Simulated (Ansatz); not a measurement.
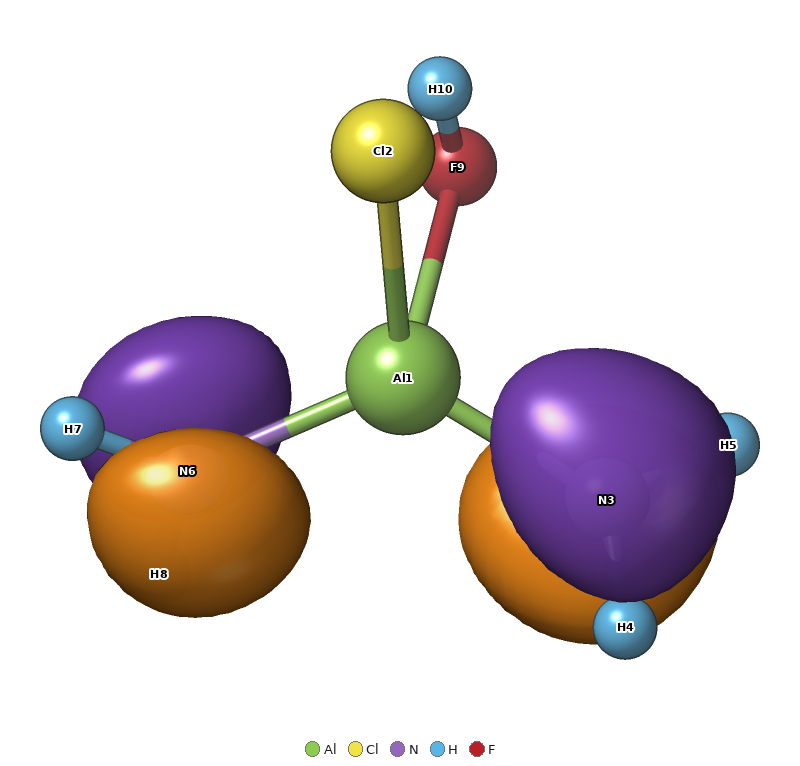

Figure 1: AlClFH5N2. The HOMO at ±0.15 Å⁻³ᐟ² (orange and purple are the two phases), seen across its widest extent.

These are results of Ansatz 0.2.0, RKS r2SCAN-D4/def2-SVP, not measurements.

```xyz
10

Al    0.0030    0.1987   -0.0668
Cl   -0.1781   -0.2567    2.1045
N     1.5586    0.1042   -0.9110
H     1.7997   -0.6407   -1.5565
H     2.4026    0.5968   -0.6382
N    -1.5535   -0.0698   -0.8607
H    -2.3890   -0.4014   -0.3908
H    -1.7464    0.0887   -1.8439
F     0.1900    2.0429    0.7155
H     0.0688    1.6331    1.5987
```

What is the character of this orbital?

By Hirshfeld shares it lies mainly on N3 (about 50 %) and N6 (about 30 %); largely a combination of lone pairs on N3 and N6. Its energy is −5.67 eV.
